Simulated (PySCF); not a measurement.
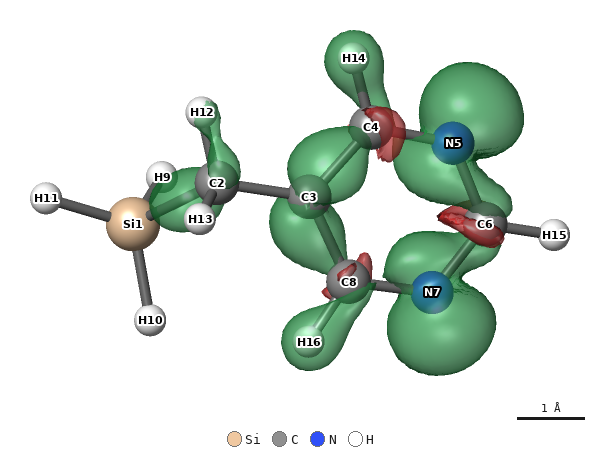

C₅H₈N₂Si (SMILES [SiH3]C[C+]1[CH]N=CN=C1) (charge +1, doublet). Isosurfaces of the spin density at +0.02 (green) and −0.02 e/Å³ (red), seen at a tilt.

Geometry: GFN2-xTB.

Computed with PySCF 2.14.0, density-fitted response routines, UKS B3LYP, pcH-1 on C H N Si, non-relativistic, mean-field spin-orbit, GIAO.

```xyz
16

Si    2.2543    0.4861   -1.0404
C     1.2126   -0.7865    0.0903
C    -0.1566   -0.3570    0.2712
C    -1.2824   -1.0431   -0.2382
N    -2.4925   -0.5959   -0.0869
C    -2.7683    0.4836    0.6074
N    -1.7738    1.1618    1.1395
C    -0.5351    0.8121    0.9660
H     1.4748    0.6053   -2.2686
H     2.2482    1.7154   -0.2449
H     3.5447   -0.1719   -1.1749
H     1.2765   -1.7355   -0.4343
H     1.7363   -0.8623    1.0407
H    -1.1756   -1.9990   -0.7354
H    -3.7878    0.8092    0.7386
H     0.2172    1.4866    1.3587
```

### Describe the spin distribution.

The unpaired spin (1 electron) lies mostly on N5 (about 0.4), N7 (about 0.3) and C3 (about 0.1), in electrons by Hirshfeld's partition.
